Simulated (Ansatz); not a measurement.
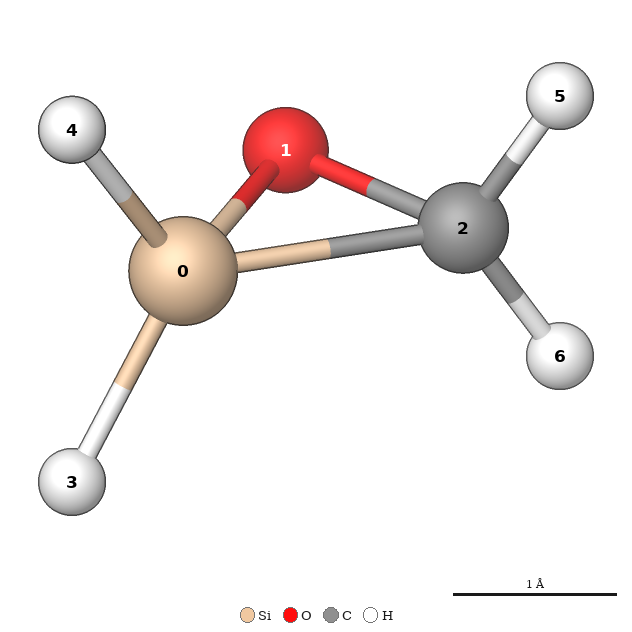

The structure as it stands in the input. Atoms are numbered from 0, in the order of the input.

Input file:

```yaml
crystal:
  periodic: [false, false, false]
  atoms:
    - {symbol: Si, position_ang: [-0.960848, 0.148704, 0.113592]}
    - {symbol: O, position_ang: [-1.793824, -0.982920, 1.000920]}
    - {symbol: C, position_ang: [-0.369512, -1.350271, 0.925160]}
    - {symbol: H, position_ang: [-0.796782, 1.487084, 0.720494]}
    - {symbol: H, position_ang: [-1.238666, 0.198314, -1.337912]}
    - {symbol: H, position_ang: [-0.198575, -2.271891, 0.372659]}
    - {symbol: H, position_ang: [0.127692, -1.320313, 1.892502]}
basis:
  gaussian: {orbitals: def2-TZVPP}
hamiltonian: {xc: {name: B2PLYP}}
```

Command:

```sh
ansatz run in.yaml --threads 4 --pin off --events-out ev --progress --plain --max-ram 9574MiB
```

What the program printed:

```
Functional definition: B2PLYP
  name "B2PLYP"
  cite "Grimme, J. Chem. Phys. 124, 034108 (2006) doi:10.1063/1.2148954"
  cite "Becke, Phys. Rev. A 38, 3098 (1988) doi:10.1103/PhysRevA.38.3098"
  cite "Lee, Yang & Parr, Phys. Rev. B 37, 785 (1988) doi:10.1103/PhysRevB.37.785"
  parameter a = 0.53
  parameter c = 0.27
  exchange = (1 - a)*b88_x + a*exact_x
  correlation = (1 - c)*lyp_c + c*(mp2_os + mp2_ss)
939 factors; integrals over basis functions are off by at most 9.1e-4 eV
mean field evaluation 1: about -11013.1398 eV, gradient 4.5e1 eV
mean field evaluation 2: about -11013.1390 eV, gradient 4.5e1 eV
mean field evaluation 4: about -11017.1761 eV, gradient 6.3e0 eV
mean field evaluation 8: about -11017.2479 eV, gradient 3.1e-1 eV
mean field evaluation 16: about -11017.2482 eV, gradient 2.8e-5 eV
mean field -11017.24815981 eV, -404.8764021141 hartree, gradient 5.6e-6 eV, S^2 0.000000; 0 other end points of the search recorded, 0 dependent functions left out
7 core orbitals not correlated: weight in the atoms' cores, before any rotation towards them, 1.000 or more for the frozen orbitals, at most 0.000 for the correlated occupied ones
reference -11017.24830767 eV, -404.8764075479 hartree; 9, 9 occupied and 144, 144 virtual orbitals, 939 factors
second order -17.52766375 eV of doubles, -0.00000000 eV of singles
Total energy: -11021.98077689 eV, -405.0503225837 hartree
```
